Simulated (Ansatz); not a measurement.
The starting structures come from a database of crystals and need not be the phases stable at ambient conditions.

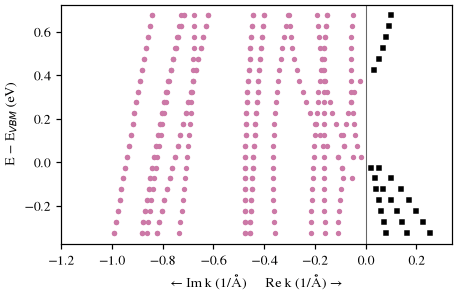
Figure: Complex bands at the centre of the two-dimensional zone; PBEsol run with Ansatz (a quantum-chemistry and plane-wave program)

The gap is the functional's own. No spin-orbit coupling. Mid-gap values are interpolated on the energy grid.

Task: This is Ca(ZnAs)2 (P-3m1, not sure to be the ambient phase, 5 atoms a cell, 20.9 Å³ an atom, -2 GPa at this level) along the normal of (111). Read off the slowest decay at the centre of the two-dimensional zone at 0.17 eV, the computed energy nearest the middle of the gap.

Result: κ ≈ 0.05 1/Å, a decay length 1/(2κ) of the density of 11 Å.
